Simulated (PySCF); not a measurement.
Frequency calculation, with input and output: TiOCl

The run: frequency calculation of TiOCl, multiplicity 2. Method and program: UKS-based PBE0, Ti def2-TZVP, O def2-TZVP, Cl def2-TZVP; non-relativistic Hamiltonian; density fitting (PySCF 2.14.0).

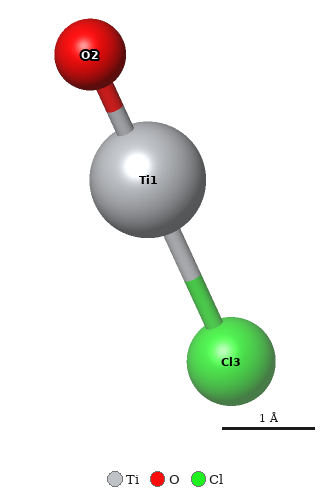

The structure (ball-and-stick view, seen at an oblique angle; atoms are numbered from 1 in the order of the input). Sticks mark near contacts.

### Input
```python
from pyscf import gto, scf, dft
mol = gto.M(atom='''
Ti    -0.000000    -0.000000    -0.567738
O     -0.000000     0.000000    -2.186266
Cl     0.000000    -0.000000     1.778373''',
    basis={'Ti': 'def2-TZVP', 'O': 'def2-TZVP', 'Cl': 'def2-TZVP'},
    charge=0, spin=1)
mf = dft.UKS(mol, xc='PBE0')
mf.grids.atom_grid = (75, 302)
aux = {'Ti': 'def2-universal-JKFIT', 'O': 'def2-universal-JKFIT', 'Cl': 'def2-universal-JKFIT'}
mf = mf.density_fit(auxbasis=aux)
mf.conv_tol = 1e-09
mf.diis_space = 10
mf.max_cycle = 60
mf.verbose = 4
mf.kernel()
```

The script is an equivalent of the set-up of the self-consistent field. The run itself was carried out by a driver, which started from the orbitals of the step before it where there was one and computed the further properties.

Run on 4 threads of Arm Neoverse V1, 24 GiB of memory available, shared host.

Command:
```bash
OMP_NUM_THREADS=4 python axn.py task.json out
```

### What the program printed
```
init E= -1384.57913417307
  alpha nocc = 24  HOMO = -0.253069138514206  LUMO = -0.0692380729035582
  beta  nocc = 23  HOMO = -0.313279815887865  LUMO = -0.0906940626121937
  HOMO = -0.253069138514  LUMO = -0.0906940626122  gap/eV = 4.41845
cycle= 1 E= -1384.57913417304  delta_E= 3.5e-11  |g|= 1.13e-05  |ddm|= 8.55e-06
  alpha nocc = 24  HOMO = -0.253067522472101  LUMO = -0.0692367190528142
  beta  nocc = 23  HOMO = -0.313281350763327  LUMO = -0.0906940006054121
  HOMO = -0.253067522472  LUMO = -0.0906940006054  gap/eV = 4.41841
cycle= 2 E= -1384.57913417255  delta_E= 4.85e-10  |g|= 3.83e-05  |ddm|= 2.02e-05
  alpha nocc = 24  HOMO = -0.253069748883362  LUMO = -0.0692387163074588
  beta  nocc = 23  HOMO = -0.313280091222193  LUMO = -0.0906945484403208
  HOMO = -0.253069748883  LUMO = -0.0906945484403  gap/eV = 4.41845
cycle= 3 E= -1384.57913417308  delta_E= -5.28e-10  |g|= 3.4e-06  |ddm|= 1.55e-05
  alpha nocc = 24  HOMO = -0.253069119730718  LUMO = -0.0692381438473907
  beta  nocc = 23  HOMO = -0.313280106804062  LUMO = -0.0906942659552814
  HOMO = -0.253069119731  LUMO = -0.0906942659553  gap/eV = 4.41844
cycle= 4 E= -1384.57913417309  delta_E= -2.27e-12  |g|= 2.42e-07  |ddm|= 2.61e-06
  alpha nocc = 24  HOMO = -0.253069165024279  LUMO = -0.0692382069678297
  beta  nocc = 23  HOMO = -0.313280106888409  LUMO = -0.0906942909489037
  HOMO = -0.253069165024  LUMO = -0.0906942909489  gap/eV = 4.41845
Extra cycle  E= -1384.57913417309  delta_E= -5.68e-12  |g|= 2.36e-07  |ddm|= 4.26e-07
converged SCF energy = -1384.57913417309  <S^2> = 0.76011678  2S+1 = 2.0100913
```

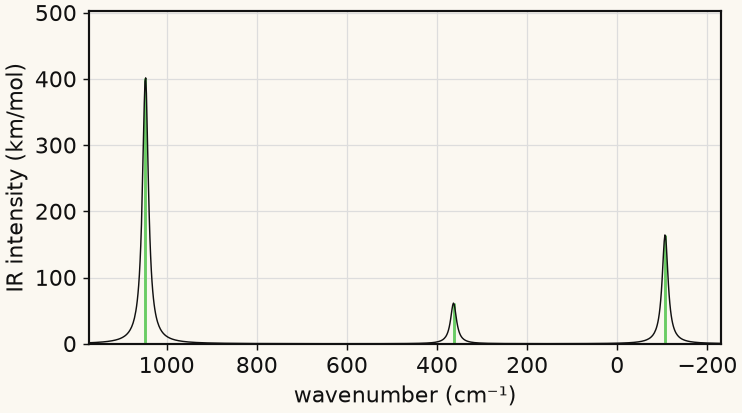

Harmonic infrared spectrum, unscaled: sticks (degenerate modes added up, dark ones marked on the axis) with a Lorentzian envelope of 16 cm⁻¹ full width, scaled to the tallest stick; imaginary modes are drawn at negative wavenumbers. 4 modes from 106i to 1047 cm⁻¹, 2 imaginary beyond 8i (106i, 106i cm⁻¹): not a minimum. The strongest line is at 1047 cm⁻¹ (402 km/mol). All modes, in cm⁻¹ (km/mol): 106i (82), 106i (82), 363 (61), 1047 (402).

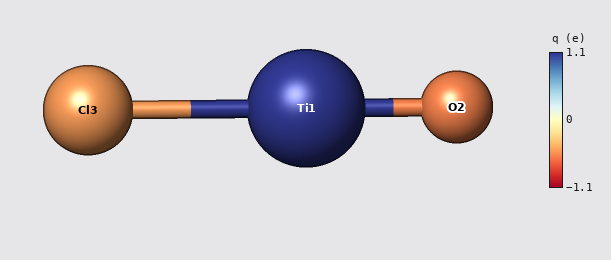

Mulliken charges, as the colour of each atom (ball-and-stick view, seen on its broad side; atoms are numbered from 1 in the order of the input). By element: Ti +1.08, O −0.58 and Cl −0.50 e.

### Results in brief

- outcome: converged
- total energy: −1384.579134 hartree
- ⟨S²⟩: 0.760
- zero-point energy: 0.003213 hartree
- dipole moment: 0.44 D
- wavenumbers, lowest and highest: 106i and 1047 cm⁻¹
- wall time: 32 s (CPU time 99 s)
- peak memory: 1.1 GiB

### Notes

Checks after the run noted: the SCF density has lower symmetry than the nuclear frame.
